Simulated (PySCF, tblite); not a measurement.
# C₅H₁₀BO₂S−: geometry, infrared bands and NMR shifts

What infrared bands and NMR shifts should C₅H₁₀BO₂S− (`C=CCO[B@@H-]1OCCS1`) show?

Programs: tblite 0.8.0 and PySCF 2.14.0, with density-fitted response routines of our own. Each step states its level of theory. These are calculated values for one molecule in the gas phase, unless marked as measured. Atoms count from 0, in the outputs and in this text.

## (1) The starting structure

19 atoms, charge -1, multiplicity 1; geometry from: force field or distance geometry start.

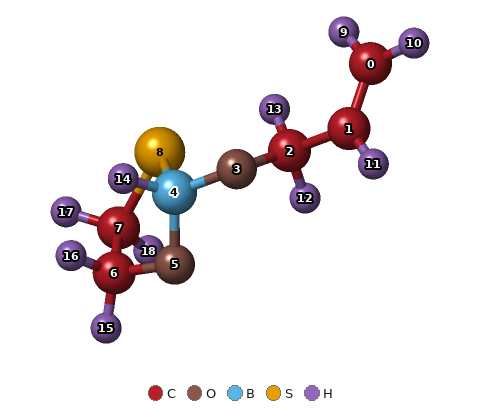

As it starts; carbon red, oxygen brown, boron blue, sulfur amber, hydrogen purple, atoms numbered; sticks join atoms by distance.

## (2) Relaxing the molecule with GFN2-xTB

Job settings and geometry (Å):

```
{"job": {"kind": "relax", "xc": "GFN2-xTB", "basis": "xTB"}, "charge": -1, "multiplicity": 1}
C     -3.728900     0.705600    -0.152800
C     -2.886000    -0.323800    -0.268400
C     -1.462600    -0.063800     0.171100
O     -0.675400    -0.281500    -0.952300
B      0.735300    -0.091400    -0.755600
O      1.445600    -1.217400    -0.126600
C      2.738200    -0.751800     0.142200
C      2.651400     0.351900     1.176500
S      1.142500     1.190600     0.602100
H     -3.331200     1.642100     0.237800
H     -4.788800     0.606100    -0.440700
H     -3.203400    -1.300000    -0.630100
H     -1.173600    -0.828600     0.945200
H     -1.348000     0.951400     0.585400
H      1.305200     0.311000    -1.727100
H      3.390100    -1.589600     0.458200
H      3.132500    -0.353300    -0.826000
H      3.479800     1.059100     1.013800
H      2.567500    -0.007300     2.219600
```

On the command line:

```sh
> OMP_NUM_THREADS=1 python probes_run.py task.json out
```

One launch serves the whole session: the jobs run in the order shown.

The log of the run:

```text
step      E/eV     max force
  0    -780.12833    2.237
  1    -780.31257    1.574
  2    -780.44849    0.987
  3    -780.49990    0.559
  4    -780.52114    0.314
  5    -780.53365    0.289
  6    -780.54559    0.265
  7    -780.55867    0.284
  8    -780.57284    0.329
  9    -780.58669    0.312
 10    -780.59788    0.229
 11    -780.60780    0.226
 12    -780.61824    0.205
 13    -780.62885    0.247
 14    -780.63766    0.223
 15    -780.64340    0.174
 16    -780.64702    0.144
 17    -780.65000    0.121
 18    -780.65290    0.126
 19    -780.65554    0.163
 20    -780.65810    0.155
 21    -780.66106    0.163
 22    -780.66471    0.170
 23    -780.66865    0.153
 24    -780.67230    0.156
 25    -780.67588    0.130
 26    -780.67978    0.169
 27    -780.68380    0.172
 28    -780.68757    0.139
 29    -780.69120    0.135
 30    -780.69529    0.154
 31    -780.70010    0.203
 32    -780.70483    0.201
 33    -780.70816    0.120
 34    -780.71007    0.085
 35    -780.71133    0.095
 36    -780.71250    0.076
 37    -780.71360    0.087
 38    -780.71445    0.077
 39    -780.71531    0.071
 40    -780.71627    0.083
 41    -780.71732    0.090
 42    -780.71864    0.084
 43    -780.72023    0.106
 44    -780.72187    0.124
 45    -780.72349    0.120
 46    -780.72519    0.109
 47    -780.72719    0.119
 48    -780.72942    0.107
 49    -780.73156    0.103
 50    -780.73334    0.088
 51    -780.73476    0.105
 52    -780.73603    0.095
 53    -780.73718    0.080
 54    -780.73799    0.054
 55    -780.73846    0.042
 56    -780.73878    0.038
 57    -780.73907    0.034
 58    -780.73934    0.036
 59    -780.73962    0.042
 60    -780.73997    0.056
 61    -780.74049    0.068
 62    -780.74128    0.084
 63    -780.74247    0.105
 64    -780.74428    0.124
 65    -780.74663    0.137
 66    -780.74993    0.162
 67    -780.75372    0.167
 68    -780.75741    0.156
 69    -780.75856    0.332
 70    -780.76134    0.155
 71    -780.76249    0.094
 72    -780.76417    0.078
 73    -780.76661    0.154
 74    -780.76787    0.081
 75    -780.76932    0.067
 76    -780.77034    0.068
 77    -780.77154    0.075
 78    -780.77238    0.067
 79    -780.77295    0.115
 80    -780.77333    0.064
 81    -780.77374    0.047
 82    -780.77423    0.044
 83    -780.77446    0.032
 84    -780.77465    0.032
 85    -780.77476    0.022
 86    -780.77485    0.022
 87    -780.77492    0.018
 88    -780.77499    0.017
 89    -780.77502    0.017
 90    -780.77506    0.012
 91    -780.77510    0.014
 92    -780.77515    0.017
 93    -780.77520    0.013
 94    -780.77523    0.015
 95    -780.77525    0.012
 96    -780.77527    0.010
```

Wall time 2.4 s (1 thread of Intel Xeon at 2.50GHz, shared host); peak memory 0.18 GiB.

Along the way: (not every step is listed)

```csv
step,energy from step 0 (eV),largest force (eV/Å)
0,0.0000,2.2374
1,-0.1842,1.5741
2,-0.3202,0.9874
3,-0.3716,0.5595
4,-0.3928,0.3140
5,-0.4053,0.2894
6,-0.4173,0.2649
7,-0.4303,0.2840
8,-0.4445,0.3290
16,-0.5187,0.1436
24,-0.5440,0.1555
32,-0.5765,0.2007
40,-0.5879,0.0829
48,-0.6011,0.1073
56,-0.6105,0.0384
64,-0.6159,0.1244
72,-0.6358,0.0781
80,-0.6450,0.0638
88,-0.6467,0.0173
91,-0.6468,0.0141
92,-0.6468,0.0168
93,-0.6469,0.0133
94,-0.6469,0.0149
95,-0.6469,0.0118
96,-0.6469,0.0097
```

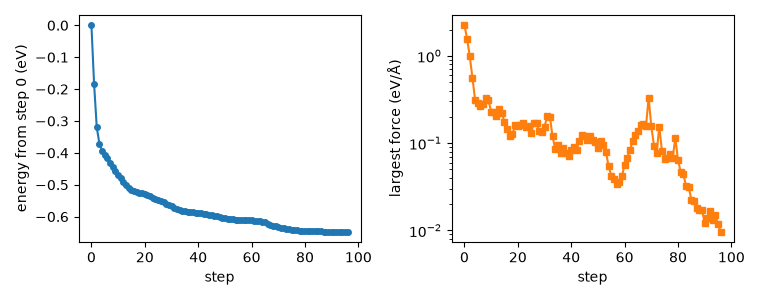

Energy and largest force along the relaxation.

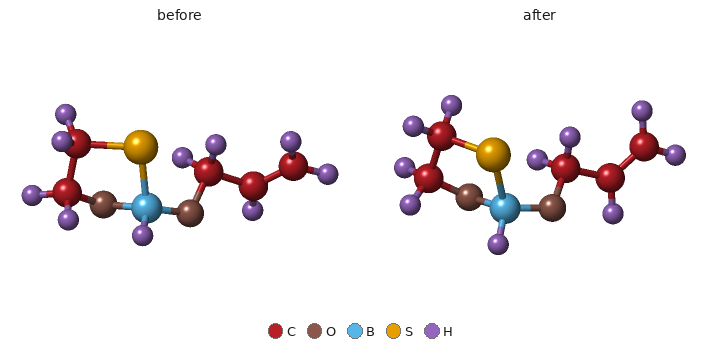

The geometry before (left) and after (right).

Close pairs (by a distance rule), those that changed most:

```csv
bond,before (Å),after (Å),change (Å)
B4–S8,1.911,2.053,+0.142
C0–H10,1.103,1.079,-0.023
O5–C6,1.400,1.378,-0.022
C2–H12,1.126,1.106,-0.020
C1–C2,1.512,1.494,-0.018
C6–C7,1.515,1.530,+0.015
C0–C1,1.335,1.321,-0.014
C7–H18,1.106,1.094,-0.012
```

The next job starts from the end point, and lists it.

## (3) Infrared spectrum with GFN2-xTB

Job settings and geometry (Å):

```
{"job": {"kind": "ir", "xc": "GFN2-xTB", "basis": "xTB"}, "charge": -1, "multiplicity": 1}
C     -3.753910     0.390168     0.304944
C     -2.738080    -0.141789    -0.351629
C     -1.295090     0.095569    -0.046162
O     -0.542596     0.143269    -1.223061
B      0.874992     0.036924    -1.080151
O      1.283069    -1.098978    -0.233735
C      2.513405    -0.887217     0.348928
C      2.502158     0.453210     1.085673
S      1.676485     1.613365    -0.036458
H     -3.600742     1.071666     1.126805
H     -4.780571     0.167100     0.057389
H     -2.907805    -0.812540    -1.183691
H     -0.934434    -0.735324     0.588459
H     -1.168086     1.028821     0.529020
H      1.394704     0.070495    -2.162583
H      2.725761    -1.718851     1.040832
H      3.315043    -0.857469    -0.415660
H      3.507392     0.809848     1.314988
H      1.918501     0.380980     2.008404
```

The log of the run:

```text
mode    cm-1     km/mol
  1      31.7      0.57
  2      46.4      3.09
  3      58.7      2.41
  4     101.3      7.93
  5     152.3      6.26
  6     221.4      7.73
  7     250.9      4.46
  8     302.9      3.19
  9     379.6     13.92
 10     415.8      9.60
 11     462.4     27.50
 12     549.6      0.66
 13     575.0     97.87
 14     599.6      0.62
 15     718.0      5.25
 16     796.9    117.16
 17     865.3      7.16
 18     871.6     43.07
 19     876.7     52.85
 20     934.8     21.81
 21     958.6     72.51
 22     966.8     36.02
 23     987.4    149.17
 24    1014.1      3.35
 25    1021.2     20.35
 26    1067.4    452.42
 27    1097.6     23.01
 28    1106.7    103.48
 29    1137.8      7.49
 30    1157.2     27.01
 31    1198.2     32.07
 32    1208.8      4.60
 33    1252.4     26.07
 34    1262.8      3.57
 35    1322.1      0.91
 36    1333.4     26.33
 37    1422.5      6.38
 38    1458.6      3.91
 39    1463.9      1.09
 40    1489.2     11.56
 41    1707.0     26.52
 42    2330.3    354.36
 43    2757.5    131.85
 44    2774.5     54.47
 45    2820.6     50.81
 46    2837.0    171.76
 47    2912.3     66.65
 48    2955.4     69.55
 49    3057.1     31.11
 50    3072.6     59.18
 51    3096.5     94.01
```

Run time: 2.5 s. Hardware: 1 thread of Intel Xeon at 2.50GHz, shared host; peak memory 0.18 GiB.

Which atoms move in the most intense modes:

```csv
cm⁻¹,km/mol,atoms
575,97.9,"B4 37 %, O5 28 %"
797,117.2,"B4 61 %, O5 23 %"
987,149.2,H14 60 %
1067,452.4,"H14 39 %, B4 24 %, C2 13 %, O3 12 %"
1107,103.5,"C2 35 %, O3 30 %, H14 17 %"
2330,354.4,H14 93 %
2758,131.8,H16 87 %
2837,171.8,H15 88 %
```

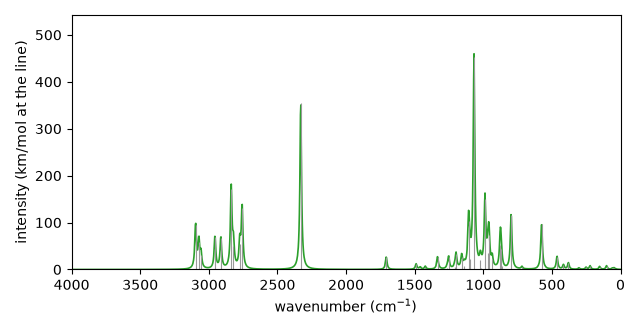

The infrared spectrum from these modes, unscaled. Lines are broadened to a width of 14 cm⁻¹ (Lorentzian).

## (4) NMR shieldings: PBE0/pcSseg-1

Settings changed since step 3:

```diff
@@ -1,2 +1,2 @@
-{"job": {"kind": "ir", "xc": "GFN2-xTB", "basis": "xTB"}, "charge": -1, "multiplicity": 1}
+{"job": {"kind": "nmr", "xc": "PBE0", "basis": "pcSseg-1"}, "charge": -1, "multiplicity": 1}
 C     -3.753910     0.390168     0.304944
```

With the program's defaults for keys left out, this is: GIAO PBE0/pcSseg-1 NMR shielding, non-relativistic, gas phase.

The log of the run:

```text
coarse grid: 16512 points
cycle   1  E = -769.2641813220  dE =  1.155e+00  |g| = 9.018e-01  |ddm| = 3.896e+00
cycle   2  E = -769.0550529472  dE =  2.091e-01  |g| = 1.407e+00  |ddm| = 3.096e+00
cycle   3  E = -769.4368798630  dE = -3.818e-01  |g| = 1.451e-01  |ddm| = 2.136e+00
cycle   4  E = -769.4412670959  dE = -4.387e-03  |g| = 5.353e-02  |ddm| = 2.073e-01
cycle   5  E = -769.4419105849  dE = -6.435e-04  |g| = 1.451e-02  |ddm| = 6.249e-02
cycle   6  E = -769.4419525900  dE = -4.201e-05  |g| = 6.620e-03  |ddm| = 1.712e-02
cycle   7  E = -769.4419625426  dE = -9.953e-06  |g| = 9.041e-04  |ddm| = 5.628e-03
final grid: 155136 points
cycle   8  E = -769.5164123058  dE = -4.433e-05  |g| = 1.256e-02  |ddm| = 3.567e-02
cycle   9  E = -769.5163822909  dE =  3.001e-05  |g| = 1.765e-02  |ddm| = 2.216e-02
cycle  10  E = -769.5164440323  dE = -6.174e-05  |g| = 1.499e-03  |ddm| = 1.438e-02
cycle  11  E = -769.5164445546  dE = -5.223e-07  |g| = 2.224e-04  |ddm| = 1.895e-03
cycle  12  E = -769.5164445661  dE = -1.148e-08  |g| = 8.883e-05  |ddm| = 4.359e-04
cycle  13  E = -769.5164445679  dE = -1.802e-09  |g| = 3.287e-05  |ddm| = 1.383e-04
cycle  14  E = -769.5164445682  dE = -2.526e-10  |g| = 4.996e-06  |ddm| = 3.804e-05
converged SCF energy = -769.5164445682

GIAO shielding tensors (ppm)
atom      isotropic    diamagn.    paramagn.     s11        s22        s33       span
  0 C       79.291     252.747    -173.455    -29.392    104.068    163.198    192.591
  1 C       24.321     253.295    -228.974    -99.538     27.681    144.820    244.358
  2 C      119.764     244.758    -124.994     98.649    114.706    145.936     47.286
  3 O      273.704     393.494    -119.790    246.591    257.122    317.399     70.808
  4 B       95.632     185.178     -89.546     81.607     95.646    109.643     28.036
  5 O      259.018     400.770    -141.752    202.868    237.874    336.312    133.444
  6 C      116.889     239.799    -122.910     79.155    115.472    156.040     76.885
  7 C      148.198     251.212    -103.014    124.278    156.845    163.471     39.193
  8 S      658.245    1059.667    -401.422    528.156    607.269    839.310    311.155
  9 H       26.765      32.013      -5.247     24.209     25.417     30.669      6.460
 10 H       27.105      27.320      -0.215     24.145     25.935     31.234      7.089
 11 H       24.958      30.814      -5.856     21.586     24.528     28.758      7.172
 12 H       26.779      31.868      -5.089     21.193     28.120     31.022      9.829
 13 H       26.890      32.313      -5.423     21.083     27.831     31.756     10.673
 14 H       27.535      30.474      -2.939     24.000     26.627     31.979      7.979
 15 H       27.724      28.705      -0.982     22.613     26.686     33.871     11.258
 16 H       28.215      28.545      -0.330     22.776     26.526     35.343     12.567
 17 H       29.666      30.464      -0.798     24.267     27.553     37.178     12.911
 18 H       29.030      32.314      -3.284     23.290     26.930     36.869     13.579
```

It took 2.2 min on 1 thread of Intel Xeon at 2.50GHz, shared host; peak memory 0.96 GiB.

Shifts follow as δ = σ(reference) − σ, with reference shieldings (ppm) from runs at the same level and on the same kind of geometry: 1H TMS 31.72, 13C TMS 186.9, 17O H2O 336.1, 11B BF3·OEt2 100.1, 33S CS2 504. The references are single molecules in the gas phase, so shifts against H2O, NH3, PH3, H3PO4 or CFCl3 are not on the usual liquid scales and can be off by tens of ppm.

```csv
atoms,environment,σ (ppm),δ (ppm)
C1,alkene CH,24.3,162.6
C0,terminal =CH2 carbon,79.3,107.6
C6,sp3 CH2 bonded to O,116.9,70.0
C2,allylic sp3 CH2 bonded to O,119.8,67.2
C7,sp3 CH2 bonded to S,148.2,38.7
H11,hydrogen on an alkene CH,24.96,6.76
H9,hydrogen on a terminal =CH2 carbon,26.77,4.95
H12,hydrogen on an allylic sp3 CH2 bonded to O,26.78,4.94
H13,hydrogen on an allylic sp3 CH2 bonded to O,26.89,4.83
H10,hydrogen on a terminal =CH2 carbon,27.10,4.61
H14,"hydrogen on a boron bonded to 2 O, S, in a 5-membered ring",27.54,4.18
H15,hydrogen on an sp3 CH2 bonded to O,27.72,3.99
H16,hydrogen on an sp3 CH2 bonded to O,28.21,3.50
H18,hydrogen on an sp3 CH2 bonded to S,29.03,2.69
H17,hydrogen on an sp3 CH2 bonded to S,29.67,2.05
O5,"oxygen bonded to C, B, in a 5-membered ring",259.0,77.1
O3,"oxygen bonded to C, B",273.7,62.4
B4,"boron bonded to 2 O, S, H, in a 5-membered ring",95.6,4.4
S8,"sulfur bonded to C, B, in a 5-membered ring",658,-155
```

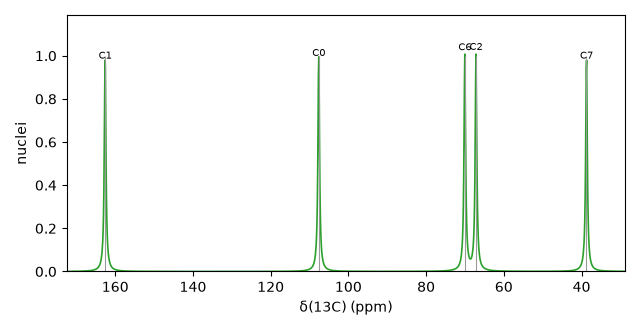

13C lines at the computed shifts, without couplings. Lines are broadened to a width of 0.50 ppm (Lorentzian).

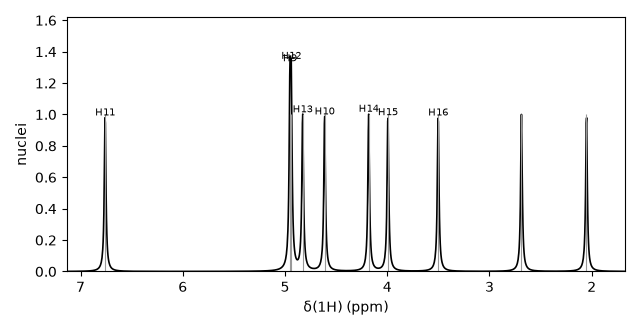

1H lines at the computed shifts, without couplings. Lines are broadened to a width of 0.02 ppm (Lorentzian).

The run also stored atomic charges by several schemes (e):

```csv
atoms,Mulliken,IAO,Hirshfeld,ESP fit
C0,-0.19,-0.37,-0.14,-0.51
C1,-0.23,-0.11,-0.04,-0.16
C2,0.15,-0.05,-0.02,0.48
O3,-0.57,-0.47,-0.23,-0.64
B4,0.47,0.16,0.05,0.78
O5,-0.58,-0.50,-0.23,-0.60
C6,0.09,-0.03,-0.02,0.20
C7,-0.31,-0.35,-0.11,-0.23
S8,-0.46,-0.28,-0.26,-0.58
```

IAO charges:

C0 -0.37; C1 -0.11; C2 -0.05; O3 -0.47; B4 0.16; O5 -0.50; C6 -0.03; C7 -0.35; S8 -0.28; H9 0.13; H10 0.13; H11 0.14; H12 0.12; H13 0.12; H14 -0.08; H15 0.10; H16 0.09; H17 0.12; H18 0.12

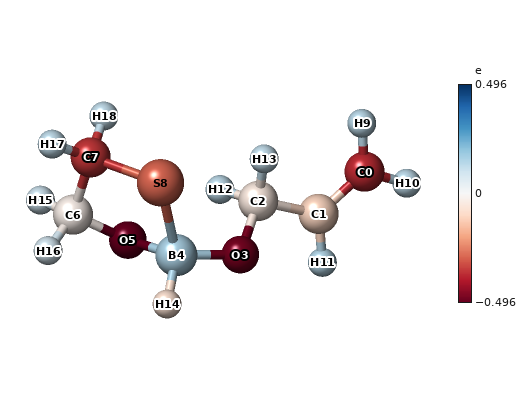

IAO charges, as colours on the atoms.

Mayer bond orders: C0–C1 1.97, C1–C2 1.03, C2–O3 0.93, O3–B4 0.96, B4–O5 0.87, O5–C6 1.00, C6–C7 1.00, C7–S8 1.02, S8–B4 0.70.

Ring of atoms B4, O5, C6, C7, S8: NICS(0) -8.7, NICS(1) -4.1, NICS(1)zz -5.1 ppm (means of both faces).

## (5) What came out

| quantity | value |
| --- | --- |
| strongest single infrared mode (GFN2-xTB) | 1067 cm⁻¹, 452 km/mol |
| zero-point energy (GFN2-xTB) | 90.7 kcal/mol |
| 13C shifts against TMS (PBE0/pcSseg-1) | 162.6, 107.6, 70.0, 67.2, 38.7 ppm |
| 1H shifts against TMS (PBE0/pcSseg-1) | 6.76, 4.95, 4.94, 4.83, 4.61, 4.18, 3.99, 3.50, 2.69, 2.05 ppm |
| 17O shifts against H2O (PBE0/pcSseg-1) | 77.1, 62.4 ppm |
| 11B shifts against BF3·OEt2 (PBE0/pcSseg-1) | 4.4 ppm |
| 33S shifts against CS2 (PBE0/pcSseg-1) | -155 ppm |

What this shows: The optimisation took 96 steps and gained 0.647 eV; among the close pairs (by a distance rule), B4–S8 changed most, from 1.911 to 2.053 Å. All 51 modes are real, so the xTB geometry is a minimum. The strongest single mode, at 1067 cm⁻¹, is carried by H14, B4, C2, O3. Unscaled tight-binding wavenumbers are off by several per cent, some by more. Its intensities can rank the bands wrongly. At PBE0/pcSseg-1: The widest tensor belongs to S8: span 311 ppm, with a paramagnetic part of -401 ppm.
